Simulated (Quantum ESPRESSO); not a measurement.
**FeO: orders under volume**

Aim: follow moments and order energies of FeO with volume.

Calculated with Quantum ESPRESSO 7.5; PBE with U = 4 eV on Fe d (ortho-atomic projectors); plane waves with GBRV 1.5 PBE potentials, no spin-orbit coupling.

## (1) The structure

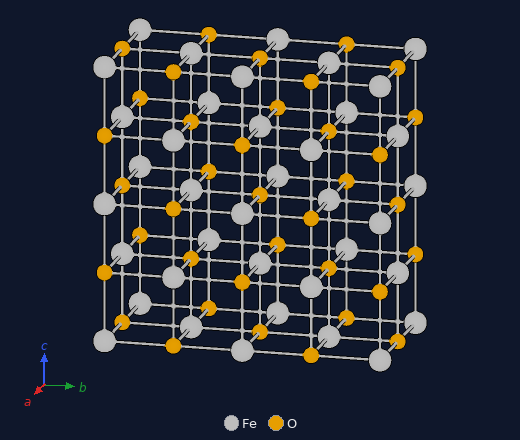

The cell as given, slightly off an axis (iron light grey, oxygen orange). 1×2×2 cells are drawn. This picture shows the conventional cell, with its axes. Some periodic images of atoms are drawn too.

Coordinates:

```cif
data_structure
_symmetry_space_group_name_H-M 'P 1'
_symmetry_Int_Tables_number 1
_cell_length_a 3.0646
_cell_length_b 3.0646
_cell_length_c 3.0646
_cell_angle_alpha 60.000
_cell_angle_beta 60.000
_cell_angle_gamma 60.000
_cell_volume 20.35
loop_
_atom_site_label
_atom_site_type_symbol
_atom_site_fract_x
_atom_site_fract_y
_atom_site_fract_z
_atom_site_occupancy
Fe1 Fe 0.00000 0.00000 0.00000 1
O2 O 0.50000 0.50000 0.50000 1
```

The lattice constants were typed from memory of published values and not checked against a source.

## (2) Volume 0.88, ferro +

All lengths scale alike; the factor is that of the volume. Atoms keep their fractional places. Seeded atoms are those given a starting moment.

pw.in reads:

```
&CONTROL
  calculation = 'scf'
  prefix = 'pwscf'
  outdir = './tmp'
  pseudo_dir = './pseudo'
  disk_io = 'nowf'
  tprnfor = .true.
  tstress = .true.
/
&SYSTEM
  ibrav = 0
  celldm(1) = 8
  nat = 2
  ntyp = 2
  ecutwfc = 40
  ecutrho = 280
  nbnd = 20
  occupations = 'smearing'
  smearing = 'fd'
  degauss = 0.00367493
  nspin = 2
  starting_magnetization(1) = 0.25
  starting_magnetization(2) = 0
/
&ELECTRONS
  conv_thr = 4d-09
  electron_maxstep = 150
  mixing_beta = 0.3
/
ATOMIC_SPECIES
Fe     55.8450 fe_pbe_v1.5.uspp.F.UPF
O      15.9990 o_pbe_v1.2.uspp.F.UPF
CELL_PARAMETERS alat
   0.0000000000000    0.4905259814823    0.4905259814823
   0.4905259814823    0.0000000000000    0.4905259814823
   0.4905259814823    0.4905259814823    0.0000000000000
ATOMIC_POSITIONS crystal
Fe      0.0000000000    0.0000000000    0.0000000000
O       0.5000000000    0.5000000000    0.5000000000
K_POINTS automatic
10 10 10 0 0 0
HUBBARD {ortho-atomic}
U Fe-3d 4.0000
```

Started as:

```
$ OMP_NUM_THREADS=1 mpirun -n 4 pw.x -nk 4 -in pw.in > pw.out
```

The log of the run:

```text
Program PWSCF v.7.5 starts

     Message from routine setup:
     using ibrav=0 with symmetry is DISCOURAGED, use correct ibrav instead

     K-points division:     npool     =       4
     Subspace diagonalization in iterative solution of the eigenvalue problem:

     bravais-lattice index     =            0
     lattice parameter (alat)  =       8.0000  a.u.
     unit-cell volume          =     120.8609 (a.u.)^3
     number of atoms/cell      =            2
     number of atomic types    =            2
     number of electrons       =        22.00
     number of Kohn-Sham states=           20
     kinetic-energy cutoff     =      40.0000  Ry
     charge density cutoff     =     280.0000  Ry
     scf convergence threshold =      4.0E-09
     mixing beta               =       0.3000
     number of iterations used =            8  plain     mixing
     Exchange-correlation= SLA  PW   PBE  PBE
                           (   1   4   3   4   0   0   0)
     Hubbard projectors: ortho-atomic
     Hubbard parameters of DFT+U (Dudarev formulation) in eV:
     U(Fe-3d) =  4.0000

     Internal variables: lda_plus_u =T, lda_plus_u_kind = 0

     Internal variables: orbital_resolved =F, hub_pot_fix =F, apply_U = F

     celldm(1)=   8.000000  celldm(2)=   0.000000  celldm(3)=   0.000000
     celldm(4)=   0.000000  celldm(5)=   0.000000  celldm(6)=   0.000000

     crystal axes: (cart. coord. in units of alat)
               a(1) = (   0.000000   0.490526   0.490526 )
               a(2) = (   0.490526   0.000000   0.490526 )
               a(3) = (   0.490526   0.490526   0.000000 )

     reciprocal axes: (cart. coord. in units 2 pi/alat)
               b(1) = ( -1.019314  1.019314  1.019314 )
               b(2) = (  1.019314 -1.019314  1.019314 )
               b(3) = (  1.019314  1.019314 -1.019314 )

     PseudoPot. # 1 for Fe read from file:
     fe_pbe_v1.5.uspp.F.UPF
     Pseudo is Ultrasoft + core correction, Zval = 16.0

     PseudoPot. # 2 for O  read from file:
     o_pbe_v1.2.uspp.F.UPF
     Pseudo is Ultrasoft + core correction, Zval =  6.0

     atomic species   valence    mass     pseudopotential
     Fe               16.00    55.84500     Fe( 1.00)
     O                 6.00    15.99900     O ( 1.00)

     Starting magnetic structure
     atomic species   magnetization
     Fe              0.250
     O               0.000

     48 Sym. Ops., with inversion, found

   Cartesian axes

     site n.     atom                  positions (alat units)
         1        Fe     tau(   1) = (   0.0000000   0.0000000   0.0000000  )
         2        O      tau(   2) = (   0.4905260   0.4905260   0.4905260  )

     number of k points=    47  Fermi-Dirac smearing, width (Ry)=  0.0037
                       cart. coord. in units 2pi/alat
        k(    1) = (   0.0000000   0.0000000   0.0000000), wk =   0.0010000
        k(    2) = (   0.1019314   0.1019314  -0.1019314), wk =   0.0080000
        k(    3) = (   0.2038628   0.2038628  -0.2038628), wk =   0.0080000
        k(    4) = (   0.3057942   0.3057942  -0.3057942), wk =   0.0080000
        k(    5) = (   0.4077256   0.4077256  -0.4077256), wk =   0.0080000
        [... 42 further k-points ...]

     Dense  grid:     9577 G-vectors     FFT dimensions: (  30,  30,  30)

     Smooth grid:     4111 G-vectors     FFT dimensions: (  24,  24,  24)

     Check: negative core charge=   -0.000050
     Generating pointlists ...
     new r_m :   0.2023 (alat units)  1.6187 (a.u.) for type    1
     new r_m :   0.2023 (alat units)  1.6187 (a.u.) for type    2

     Initial potential from superposition of free atoms

     starting charge      21.0000, renormalised to      22.0000

     STARTING HUBBARD OCCUPATIONS:

     =================== HUBBARD OCCUPATIONS ===================
     ------------------------ ATOM    1 ------------------------
     Tr[ns(  1)] (up, down, total) =   5.00000  0.00000  5.00000
     Atomic magnetic moment for atom   1 =   5.00000
     [... lines left out ...]
     Number of occupied Hubbard levels =    5.0000

     Atomic wfc used for Hubbard projectors are orthogonalized

     Starting wfcs are   17 randomized atomic wfcs +    3 random wfcs

     Self-consistent Calculation

     iteration #  1     ecut=    40.00 Ry     beta= 0.30
     Davidson diagonalization with overlap
     ethr =  1.00E-02,  avg # of iterations =  5.2

     =================== HUBBARD OCCUPATIONS ===================
     ------------------------ ATOM    1 ------------------------
     Tr[ns(  1)] (up, down, total) =   4.85627  0.80888  5.66515
     Atomic magnetic moment for atom   1 =   4.04738
     [... lines left out ...]
     Number of occupied Hubbard levels =    5.6652

     total energy              =    -282.28950708 Ry
     estimated scf accuracy    <       0.68428405 Ry

     total magnetization       =     4.19 Bohr mag/cell
     absolute magnetization    =     4.20 Bohr mag/cell

     iteration #  2     ecut=    40.00 Ry     beta= 0.30
     Davidson diagonalization with overlap
     ethr =  3.11E-03,  avg # of iterations =  1.8

     total energy              =    -282.46239080 Ry
     estimated scf accuracy    <       0.05810179 Ry

     total magnetization       =     4.00 Bohr mag/cell
     absolute magnetization    =     4.01 Bohr mag/cell

     [... further iterations left out ...]

     iteration # 10     ecut=    40.00 Ry     beta= 0.30
     Davidson diagonalization with overlap
     ethr =  2.55E-10,  avg # of iterations =  2.0

     total energy              =    -282.47751883 Ry
     estimated scf accuracy    <          9.1E-09 Ry

     total magnetization       =     4.00 Bohr mag/cell
     absolute magnetization    =     4.04 Bohr mag/cell

     iteration # 11     ecut=    40.00 Ry     beta= 0.30
     Davidson diagonalization with overlap
     ethr =  4.12E-11,  avg # of iterations =  1.5

     Magnetic moment per site  (integrated on atomic sphere of radius R)
     atom   1 (R=0.202)  charge= 13.4000  magn=  3.5186
     atom   2 (R=0.202)  charge=  5.7794  magn=  0.2667

     End of self-consistent calculation

     =================== HUBBARD OCCUPATIONS ===================
     ------------------------ ATOM    1 ------------------------
     Tr[ns(  1)] (up, down, total) =   4.94713  1.21249  6.15962
     Atomic magnetic moment for atom   1 =   3.73464
     [... lines left out ...]
     Number of occupied Hubbard levels =    6.1596

     [... lines left out ...]
     the Fermi energy is    17.2772 ev

!    total energy              =    -282.47751892 Ry
     estimated scf accuracy    <          1.4E-11 Ry
     smearing contrib. (-TS)   =      -0.00058443 Ry
     internal energy E=F+TS    =    -282.47693448 Ry

     The total energy is F=E-TS. E is the sum of the following terms:
     one-electron contribution =    -125.13005080 Ry
     hartree contribution      =      76.58127256 Ry
     xc contribution           =     -36.82369440 Ry
     ewald contribution        =    -197.23833420 Ry
     Hubbard energy            =       0.13387236 Ry

     total magnetization       =     4.00 Bohr mag/cell
     absolute magnetization    =     4.04 Bohr mag/cell

     convergence has been achieved in  11 iterations

     Forces acting on atoms (cartesian axes, Ry/au):

     atom    1 type  1   force =     0.00000000    0.00000000    0.00000000
     atom    2 type  2   force =     0.00000000    0.00000000    0.00000000

     Total force =     0.000000     Total SCF correction =     0.000000

     Computing stress (Cartesian axis) and pressure

          total   stress  (Ry/bohr**3)                   (kbar)     P=      308.21
   0.00209515  -0.00000000   0.00000000          308.21       -0.00        0.00
  -0.00000000   0.00209515   0.00000000           -0.00      308.21        0.00
   0.00000000   0.00000000   0.00209515            0.00        0.00      308.21

=------------------------------------------------------------------------------=
   JOB DONE.
=------------------------------------------------------------------------------=
```

Wall time 6.9 s (4 MPI ranks of Arm Neoverse V1, shared host); peak memory 0.3 GiB; 27 s of CPU time.

Spin moment in the atom's sphere by atom:

```
atom  spin moment in the atom's sphere (μB)
 Fe1                                   3.52
  O2                                   0.27
```

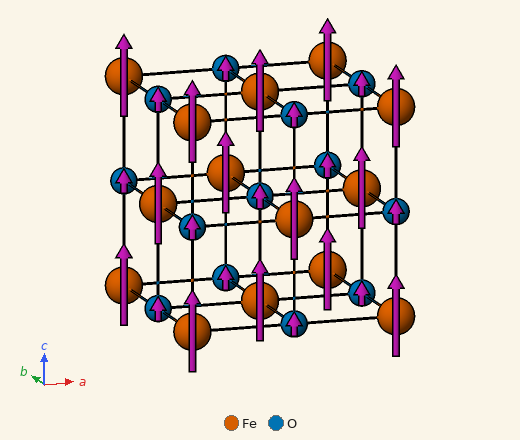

Spin moment in the atom's sphere as arrows, the longest 3.52 μB. Up and down stand for the sign. Arrows give size and sign along the axis of quantisation, drawn up and down the page. Each arrow also spans its atom, so small moments look longer than they are. Some periodic images of atoms are drawn too.

Read from the output:

| Property | Result |
| --- | --- |
| smearing term TS | 0.007952 eV |
| pressure | 30.82 GPa |
| magnetization | 4 μB |
| absolute magnetization | 4.038 μB |
| final state | ferromagnetic |

## (3) Volume 0.88, antiferro q=(0,0,1/2) +-

The wavevector q is in fractions of the reciprocal vectors of the crystal's primitive cell, as the cells of these inputs are built from it; moments change sign between cells as cos(2π q·R).

pw.in reads:

```
&CONTROL
  calculation = 'scf'
  prefix = 'pwscf'
  outdir = './tmp'
  pseudo_dir = './pseudo'
  disk_io = 'nowf'
  tprnfor = .true.
  tstress = .true.
/
&SYSTEM
  ibrav = 0
  celldm(1) = 8
  nat = 4
  ntyp = 3
  ecutwfc = 40
  ecutrho = 280
  nbnd = 31
  occupations = 'smearing'
  smearing = 'fd'
  degauss = 0.00367493
  nspin = 2
  starting_magnetization(1) = 0.25
  starting_magnetization(2) = -0.25
  starting_magnetization(3) = 0
/
&ELECTRONS
  conv_thr = 8d-09
  electron_maxstep = 150
  mixing_beta = 0.3
/
ATOMIC_SPECIES
Fe1    55.8450 fe_pbe_v1.5.uspp.F.UPF
Fe2    55.8450 fe_pbe_v1.5.uspp.F.UPF
O      15.9990 o_pbe_v1.2.uspp.F.UPF
CELL_PARAMETERS alat
   0.0000000000000    0.4905259814823    0.4905259814823
   0.4905259814823    0.0000000000000    0.4905259814823
   0.9810519629646    0.9810519629646    0.0000000000000
ATOMIC_POSITIONS crystal
Fe1     0.0000000000    0.0000000000    0.0000000000
Fe2     0.0000000000    0.0000000000    0.5000000000
O       0.5000000000    0.5000000000    0.2500000000
O       0.5000000000    0.5000000000    0.7500000000
K_POINTS automatic
10 10 5 0 0 0
HUBBARD {ortho-atomic}
U Fe1-3d 4.0000
U Fe2-3d 4.0000
```

The log of the run:

```text
     [... lines left out ...]
Program PWSCF v.7.5 starts
     [... lines left out ...]
     number of atoms/cell      =            4
     [... lines left out ...]
     number of electrons       =        44.00
     number of Kohn-Sham states=           31
     kinetic-energy cutoff     =      40.0000  Ry
     charge density cutoff     =     280.0000  Ry
     scf convergence threshold =      8.0E-09
     [... lines left out ...]
     12 Sym. Ops., with inversion, found
     [... lines left out ...]
     number of k points=    58  Fermi-Dirac smearing, width (Ry)=  0.0037
     [... lines left out ...]
     iteration # 15     ecut=    40.00 Ry     beta= 0.30
     [... lines left out ...]
     Magnetic moment per site  (integrated on atomic sphere of radius R)
     atom   1 (R=0.202)  charge= 13.4280  magn=  3.4091
     atom   2 (R=0.202)  charge= 13.4280  magn= -3.4091
     atom   3 (R=0.202)  charge=  5.7746  magn= -0.0000
     atom   4 (R=0.202)  charge=  5.7746  magn= -0.0000
     [... lines left out ...]
     Tr[ns(  1)] (up, down, total) =   4.92571  1.26155  6.18726
     [... lines left out ...]
     Tr[ns(  2)] (up, down, total) =   1.26155  4.92571  6.18726
     [... lines left out ...]
     the Fermi energy is    16.8248 ev
!    total energy              =    -564.95428132 Ry
     estimated scf accuracy    <          6.9E-10 Ry
     smearing contrib. (-TS)   =      -0.00159428 Ry
     [... lines left out ...]
     total magnetization       =    -0.00 Bohr mag/cell
     absolute magnetization    =     7.44 Bohr mag/cell
     convergence has been achieved in  15 iterations
     [... lines left out ...]
     Total force =     0.000001     Total SCF correction =     0.000007
     [... lines left out ...]
          total   stress  (Ry/bohr**3)                   (kbar)     P=      336.08
     [... lines left out ...]
```

Wall time 32 s (4 MPI ranks); peak memory 0.42 GiB; 2.1 min of CPU time.

Spin moment in the atom's sphere by atom:

```
atom  spin moment in the atom's sphere (μB)
 Fe1                                   3.41
 Fe2                                  -3.41
  O3                                   0.00
  O4                                   0.00
```

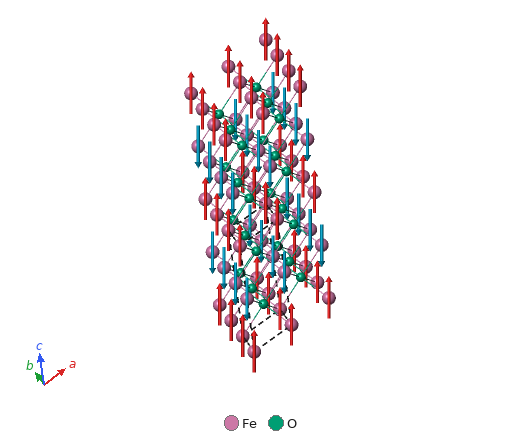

Spin moment in the atom's sphere as arrows, the longest 3.41 μB. Up and down stand for the sign. Arrows give size and sign along the axis of quantisation, drawn up and down the page. The two directions have two colours. Bonds to atoms that aren't drawn are left out. 2×3×2 cells are drawn. Some periodic images of atoms are drawn too.

Numbers from this step:

| Property | Result |
| --- | --- |
| smearing term TS | 0.02169 eV |
| pressure | 33.61 GPa |
| magnetization | 0 μB |
| absolute magnetization | 7.437 μB |
| final state | antiferromagnetic |

## (4) Volume 0.88, no spin polarisation

pw.in reads:

```
&CONTROL
  calculation = 'scf'
  prefix = 'pwscf'
  outdir = './tmp'
  pseudo_dir = './pseudo'
  disk_io = 'nowf'
  tprnfor = .true.
  tstress = .true.
/
&SYSTEM
  ibrav = 0
  celldm(1) = 8
  nat = 2
  ntyp = 2
  ecutwfc = 40
  ecutrho = 280
  nbnd = 18
  occupations = 'smearing'
  smearing = 'fd'
  degauss = 0.00367493
/
&ELECTRONS
  conv_thr = 4d-09
  electron_maxstep = 150
  mixing_beta = 0.3
/
ATOMIC_SPECIES
Fe     55.8450 fe_pbe_v1.5.uspp.F.UPF
O      15.9990 o_pbe_v1.2.uspp.F.UPF
CELL_PARAMETERS alat
   0.0000000000000    0.4905259814823    0.4905259814823
   0.4905259814823    0.0000000000000    0.4905259814823
   0.4905259814823    0.4905259814823    0.0000000000000
ATOMIC_POSITIONS crystal
Fe      0.0000000000    0.0000000000    0.0000000000
O       0.5000000000    0.5000000000    0.5000000000
K_POINTS automatic
10 10 10 0 0 0
HUBBARD {ortho-atomic}
U Fe-3d 4.0000
```

The log of the run:

```text
     [... lines left out ...]
Program PWSCF v.7.5 starts
     [... lines left out ...]
     number of atoms/cell      =            2
     [... lines left out ...]
     number of electrons       =        22.00
     number of Kohn-Sham states=           18
     kinetic-energy cutoff     =      40.0000  Ry
     charge density cutoff     =     280.0000  Ry
     scf convergence threshold =      4.0E-09
     [... lines left out ...]
     48 Sym. Ops., with inversion, found
     [... lines left out ...]
     number of k points=    47  Fermi-Dirac smearing, width (Ry)=  0.0037
     [... lines left out ...]
     iteration # 11     ecut=    40.00 Ry     beta= 0.30
     [... lines left out ...]
     Tr[ns(  1)] =   6.38281
     [... lines left out ...]
     the Fermi energy is    15.4441 ev
!    total energy              =    -282.41485736 Ry
     estimated scf accuracy    <          1.7E-10 Ry
     smearing contrib. (-TS)   =      -0.00000000 Ry
     [... lines left out ...]
     convergence has been achieved in  11 iterations
     [... lines left out ...]
     Total force =     0.000000     Total SCF correction =     0.000000
     [... lines left out ...]
          total   stress  (Ry/bohr**3)                   (kbar)     P=       11.89
     [... lines left out ...]
```

Elapsed: 3.6 s, on 4 MPI ranks; peak memory 0.28 GiB.

Read from the output:

- smearing term TS: 5.32e-11 eV
- pressure: 1.188 GPa
- final state: non-magnetic (no spin polarisation)

[end of part 1 of 2]

[Logs and program files are shortened in this print: banners, set-up blocks, solver, clock and traceback lines can be left out without a mark of their own.]

[Logs are printed without paths, hosts, clocks, repeated set-up lines and the standing remarks that a program may print on its own settings, such as how far it seeks lower states.]

[Hosts, paths, dates, database ids (printed as entryN), source tags and the programs' standing remarks are cut or masked in the printed files.]

[Where a cell is said to come from a database of computed structures, the database is the Materials Project.]
